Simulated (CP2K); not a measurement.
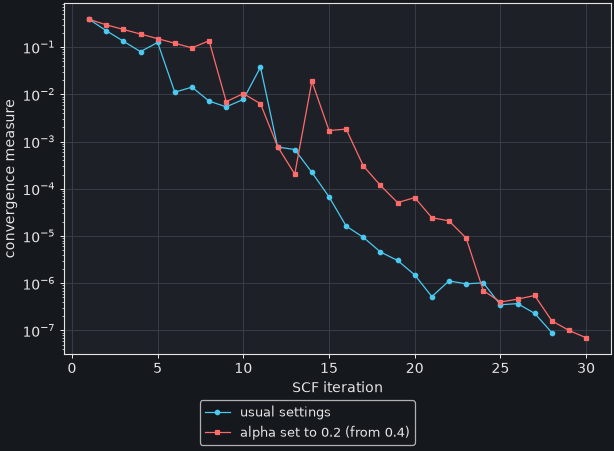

Two SCF runs that differ in one setting.
The run: CHClNOSi (SMILES O=C=N[SiH]Cl), multiplicity 2, by CP2K, UHF PM3.

Q: How did each SCF end?

A: “usual settings” converged in 28 iterations. “alpha set to 0.2 (from 0.4)” converged in 30 iterations. CP2K mixes the density linearly, with weight alpha, until the error falls below EPS_DIIS, and only then turns to DIIS. That happens at step 5 with the usual settings and at step 8 in the changed run. Both end at the same energy within 1 meV.
